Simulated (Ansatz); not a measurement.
SiPH6ClO2: nudged elastic band (part 1 of 2)

SiPH6ClO2, computed with RKS CAM-B3LYP-D4/def2-SVP (Ansatz 0.2.0).

The run did not end well. One setting was made poor on purpose. It belongs to a series of runs on one base structure; here: band between the two ends.

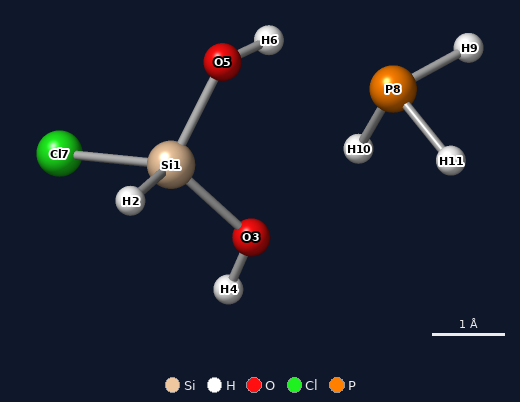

Fig. 1: The starting structure (ball-and-stick view, seen at a tilt; atoms are numbered from 1 in the order of the input). Bond lengths as drawn: Cl–Si 2.07 Å, H–O 0.96 to 0.97 Å, H–P 1.42 Å, H–Si 1.47 Å and O–Si 1.63 to 1.65 Å.

The input
```yaml
crystal:
  periodic: [false, false, false]
  atoms:
    - { symbol: Si, position_ang: [-0.535208, -0.76884, -0.082469] }
    - { symbol: H, position_ang: [-1.193144, -1.990356, 0.40907] }
    - { symbol: O, position_ang: [1.057236, -0.648975, 0.351544] }
    - { symbol: H, position_ang: [1.709515, -1.102269, -0.192845] }
    - { symbol: O, position_ang: [-1.329433, 0.519047, 0.520157] }
    - { symbol: H, position_ang: [-0.851922, 1.36554, 0.514455] }
    - { symbol: Cl, position_ang: [-0.579478, -0.831823, -2.153873] }
    - { symbol: P, position_ang: [1.373551, 2.48272, 0.695811] }
    - { symbol: H, position_ang: [1.923094, 3.781379, 0.886426] }
    - { symbol: H, position_ang: [2.308435, 2.088915, -0.297825] }
    - { symbol: H, position_ang: [2.067456, 1.880662, 1.77745] }
basis:
  gaussian: { orbitals: def2-SVP }
hamiltonian:
  xc: cam_b3lyp
  dispersion: d4
neb:
  order_check: false
  images: 7
  f_tol: 0.05
  max_iterations: 3
  final_atoms:
    - { symbol: Si, position_ang: [0.15102341, 0.51218884, -0.51448873] }
    - { symbol: H, position_ang: [0.88527265, -0.18787129, 3.20543802] }
    - { symbol: O, position_ang: [1.42656942, -0.36657955, -1.0518251] }
    - { symbol: H, position_ang: [1.24103253, -1.1237315, -1.62027245] }
    - { symbol: O, position_ang: [-0.85735346, 0.75146392, -1.79489656] }
    - { symbol: H, position_ang: [-1.78225573, 0.96264157, -1.62919231] }
    - { symbol: Cl, position_ang: [-0.91551625, -0.54089458, 0.92915857] }
    - { symbol: P, position_ang: [0.84098613, 2.41067909, 0.4401412] }
    - { symbol: H, position_ang: [1.75957816, 1.73541773, 1.29140093] }
    - { symbol: H, position_ang: [1.80366544, 2.66022205, -0.57936134] }
    - { symbol: H, position_ang: [1.39709972, -0.03753628, 3.75179878] }
  initial_path:
    images:
      - { positions_ang: [[-0.535208, -0.76884, -0.082469], [-1.193144, -1.990356, 0.40907], [1.057236, -0.648975, 0.351544], [1.709515, -1.102269, -0.192845], [-1.329433, 0.519047, 0.520157], [-0.851922, 1.36554, 0.514455], [-0.579478, -0.831823, -2.153873], [1.373551, 2.48272, 0.695811], [1.923094, 3.781379, 0.886426], [2.308435, 2.088915, -0.297825], [2.067456, 1.880662, 1.77745]] }
      - { positions_ang: [[-0.39373, -0.58231418, -0.06393348], [-0.85197209, -1.5315476, 0.75463313], [1.18351814, -0.45111748, 0.09399314], [1.76641873, -1.01940084, -0.36776878], [-1.2219067, 0.719059, 0.29025457], [-1.10199123, 1.28184398, 0.2433984], [-0.65850106, -1.06827475, -1.80998225], [1.34068899, 2.35508535, 0.72938756], [2.04781243, 3.22636435, 1.04107404], [2.12881551, 2.26907658, -0.28905689], [1.7109493, 1.57722559, 1.80590156]] }
      - { positions_ang: [[-0.252252, -0.39578836, -0.04539797], [-0.51080017, -1.0727392, 1.10019627], [1.30980027, -0.25325996, -0.16355771], [1.82332246, -0.93653269, -0.54269255], [-1.1143804, 0.919071, 0.06035213], [-1.35206046, 1.19814796, -0.02765821], [-0.73752412, -1.3047265, -1.4660915], [1.30782697, 2.2274507, 0.76296411], [2.17253086, 2.6713497, 1.19572209], [1.94919601, 2.44923816, -0.28028878], [1.35444259, 1.27378918, 1.83435312]] }
      - { positions_ang: [[-0.110774, -0.20926253, -0.02686245], [-0.16962826, -0.6139308, 1.4457594], [1.43608241, -0.05540244, -0.42110857], [1.88022619, -0.85366453, -0.71761633], [-1.0068541, 1.11908299, -0.1695503], [-1.6021297, 1.11445195, -0.29871481], [-0.81654718, -1.54117825, -1.12220075], [1.27496496, 2.09981605, 0.79654067], [2.29724928, 2.11633505, 1.35037013], [1.76957652, 2.62939973, -0.27152067], [0.99793589, 0.97035277, 1.86280468]] }
      - { positions_ang: [[0.030704, -0.02273671, -0.00832694], [0.17154365, -0.1551224, 1.79132253], [1.56236454, 0.14245508, -0.67865943], [1.93712992, -0.77079637, -0.89254011], [-0.89932781, 1.31909499, -0.39945273], [-1.85219893, 1.03075593, -0.56977141], [-0.89557025, -1.77763, -0.77831], [1.24210295, 1.9721814, 0.83011722], [2.42196771, 1.5613204, 1.50501817], [1.58995702, 2.80956131, -0.26275256], [0.64142919, 0.66691636, 1.89125624]] }
      - { positions_ang: [[0.06078385, 0.11099467, -0.13486739], [0.3499759, -0.16330962, 2.14485141], [1.52841576, 0.01519643, -0.77195085], [1.76310557, -0.85903016, -1.07447319], [-0.88883422, 1.17718722, -0.74831369], [-1.83471313, 1.01372734, -0.83462664], [-0.90055675, -1.46844615, -0.35144286], [1.14182374, 2.08180582, 0.73262322], [2.25637032, 1.60484473, 1.45161386], [1.64338413, 2.7722265, -0.34190476], [0.83034682, 0.4908032, 2.35639188]] }
      - { positions_ang: [[0.09086371, 0.24472606, -0.26140783], [0.52840815, -0.17149684, 2.49838028], [1.49446698, -0.11206223, -0.86524226], [1.58908122, -0.94726394, -1.25640628], [-0.87834064, 1.03527946, -1.09717465], [-1.81722733, 0.99669875, -1.09948186], [-0.90554325, -1.15926229, 0.07542428], [1.04154454, 2.19143025, 0.63512921], [2.09077294, 1.64836907, 1.39820955], [1.69681123, 2.73489168, -0.42105695], [1.01926445, 0.31469004, 2.82152751]] }
      - { positions_ang: [[0.12094356, 0.37845745, -0.38794828], [0.7068404, -0.17968407, 2.85190915], [1.4605182, -0.23932089, -0.95853368], [1.41505687, -1.03549772, -1.43833937], [-0.86784705, 0.89337169, -1.44603561], [-1.79974153, 0.97967016, -1.36433709], [-0.91052975, -0.85007844, 0.50229143], [0.94126533, 2.30105467, 0.5376352], [1.92517555, 1.6918934, 1.34480524], [1.75023833, 2.69755686, -0.50020914], [1.20818208, 0.13857688, 3.28666314]] }
      - { positions_ang: [[0.15102341, 0.51218884, -0.51448873], [0.88527265, -0.18787129, 3.20543802], [1.42656942, -0.36657955, -1.0518251], [1.24103253, -1.1237315, -1.62027245], [-0.85735346, 0.75146392, -1.79489656], [-1.78225573, 0.96264157, -1.62919231], [-0.91551625, -0.54089458, 0.92915857], [0.84098613, 2.41067909, 0.4401412], [1.75957816, 1.73541773, 1.29140093], [1.80366544, 2.66022205, -0.57936134], [1.39709972, -0.03753628, 3.75179878]] }
```

Run as:
```bash
ansatz run input.yaml --threads 4 --pin off --max-ram 5120MiB --backend cpu --events-out ev --progress --plain --runs-dir out
```

What the program printed
```
Engine: ansatz 0.2.0, x86_64-unknown-linux-gnu
Functional definition: CAM-B3LYP
  parameter alpha = 0.19
  parameter beta = 0.46
  parameter omega = 0.33/bohr
  parameter ac = 0.81
  exchange = (1 - alpha - beta)*b88_x + beta*b88_x_sr(omega) + alpha*exact_x + beta*exact_x_lr(omega)
  correlation = (1 - ac)*vwn5_c + ac*lyp_c
1127 factors; integrals over basis functions are off by at most 3.7e-4 eV
402 factors; integrals over basis functions are off by at most 1.1e-6 eV
mean field evaluation 1: about -33864.5824 eV, gradient 6.2e1 eV
mean field evaluation 2: about -33860.4399 eV, gradient 7.9e1 eV
mean field evaluation 4: about -33871.1715 eV, gradient 1.3e0 eV
mean field evaluation 8: about -33871.1739 eV, gradient 3.3e-2 eV
mean field -33871.17395198 eV, -1244.7426840291 hartree, gradient 4.1e-5 eV, S^2 0.000000; 0 other end points of the search recorded, 0 dependent functions left out
the calculation of the forces begins
reference -33871.17408030 eV, -1244.7426887446 hartree; 34, 34 occupied and 78, 78 virtual orbitals, 1127 factors
1125 factors; integrals over basis functions are off by at most 7.5e-4 eV
402 factors; integrals over basis functions are off by at most 4.9e-6 eV
mean field evaluation 16: about -33860.1133 eV, gradient 7.9e1 eV
mean field -33870.79590043 eV, -1244.7287908909 hartree, gradient 2.7e-5 eV, S^2 0.000000; 0 other end points of the search recorded, 0 dependent functions left out
[... from here on the field's lines of each further geometry are left out, up to the last ...]
NEB iter   1: max|band force component| = 3.214e2 eV/Å  barrier→ = 63.5984 eV  barrier← = 63.2448 eV  Δτ_max = 0.2000 Å  (234 SCF iters)
NEB iter   2: max|band force component| = 4.153e1 eV/Å  barrier→ = 9.1738 eV  barrier← = 8.8202 eV  Δτ_max = 0.2000 Å  (218 SCF iters)
the calculation of the forces begins
reference -33870.20114276 eV, -1244.7069339495 hartree; 34, 34 occupied and 78, 78 virtual orbitals, 1130 factors
these checks for a lower state are left out or cut short: starts, cluster_reference, orbital_swaps, neighbouring_geometries, increment
1131 factors; integrals over basis functions are off by at most 7.0e-4 eV
402 factors; integrals over basis functions are off by at most 1.9e-6 eV
mean field -33870.63852118 eV, -1244.7230073099 hartree, gradient 1.6e-5 eV, S^2 0.000000; 0 other end points of the search recorded, 0 dependent functions left out
the calculation of the forces begins
reference -33870.63864378 eV, -1244.7230118155 hartree; 34, 34 occupied and 78, 78 virtual orbitals, 1131 factors
NEB iter   3: max|band force component| = 2.991e1 eV/Å  barrier→ = 5.3448 eV  barrier← = 4.9912 eV  Δτ_max = 0.2000 Å  (200 SCF iters)
```

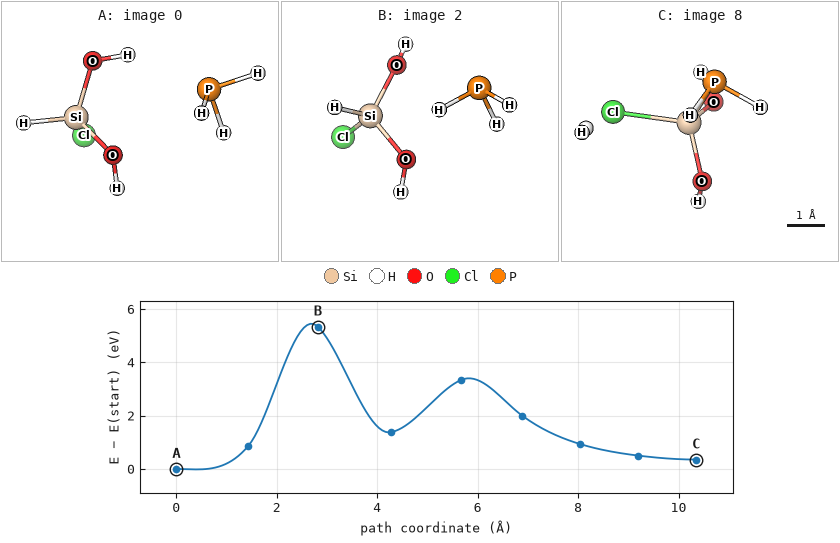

Fig. 2: Images of the last band (counted from 0; ball-and-stick, seen at a tilt) above the energy along the path; the line is a cubic interpolation that uses the forces. The highest image is number 2, 5.345 eV above the start and 4.991 eV above the end; the end lies 0.354 eV above the start. The path is 10.35 Å long. The band had not converged after 3 iterations.
